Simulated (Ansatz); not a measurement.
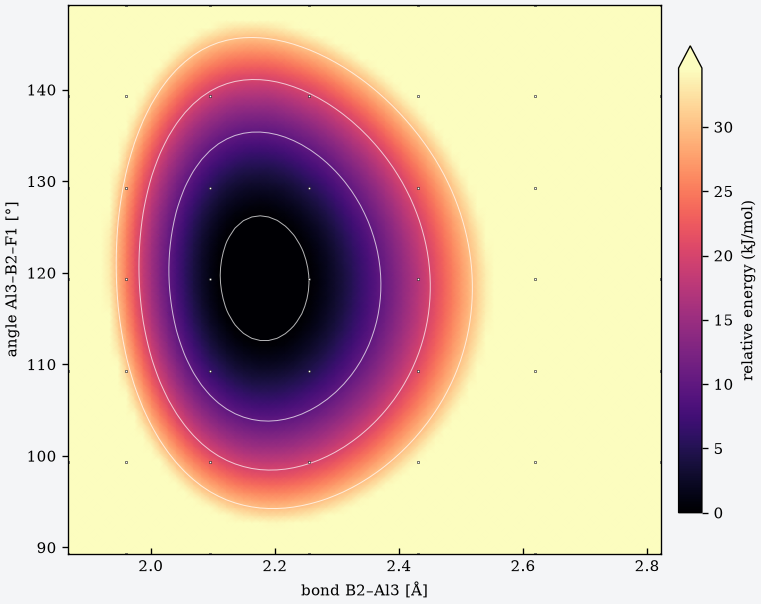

AlBClFH₂, SMILES F[BH][AlH][Cl]. Two internal coordinates are moved rigidly from the geometry relaxed at PBE0-D4/def2-TZVP, all others fixed. Coordinates scanned: (1) bond B2–Al3; (2) angle Al3–B2–F1. Grid: 7 × 7 points. Points are written as (first, second). All energies are given in kJ/mol relative to the lowest grid point. Computed with RKS PBE-D4/def2-TZVPP in Ansatz 0.2.0.

The picture shows a smooth colour map with a few white contour lines, dots at the grid points, one colour for all values above the top of the scale. Between grid points the surface is interpolated.

Where is the minimum, and how stiff is the well along each coordinate?

Answer. The interpolated minimum is at bond B2–Al3 ≈ 2.181 Å, angle Al3–B2–F1 ≈ 119.4°. The curvatures there are about 8.9 eV/Å² and 3.3 eV/rad², with a cross term of about 0.3 eV/(Å·rad). Round the minimum the two coordinates are nearly uncoupled. (1 eV is 96.5 kJ/mol.)
